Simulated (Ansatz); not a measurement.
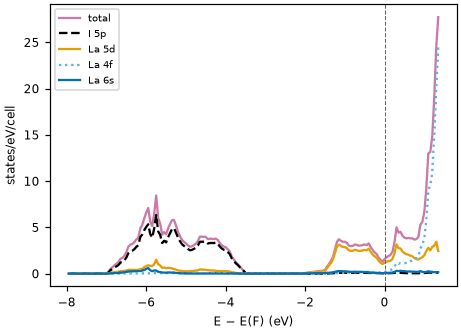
Fig. 1. Total and projected density of states of LaI (NiAs type, P6_3/mmc), plane-wave PAW r²SCAN (Ansatz code)

Question: Which orbitals carry the states next to the Fermi level?

Answer: Within 0.5 eV of the Fermi level: La 5d 71 %, La 4f 16 %, La 6s 5 %. Projections are on Löwdin-orthogonalised atomic valence shells; empty p or d shells of many metals are not among them.

Question: Where is the tallest occupied peak in this window, and what makes it?

Answer: Near -5.8 eV, about 8.4 states/eV per cell; the largest projected share is I 5p.

The first step of the workflow began from a Materials Project structure, measured or hypothetical; the Crystallography Open Database files this formula in space group No. 194, but the cells were not matched. Its standing as an ambient phase is unchecked. The cell was relaxed with r²SCAN under the symmetry of its start; whether a distortion lowers the energy is not shown. Scalar-relativistic: spin–orbit coupling is off unless named, which matters more the heavier the elements.

Potentials: the later of the program's two PAW sets.
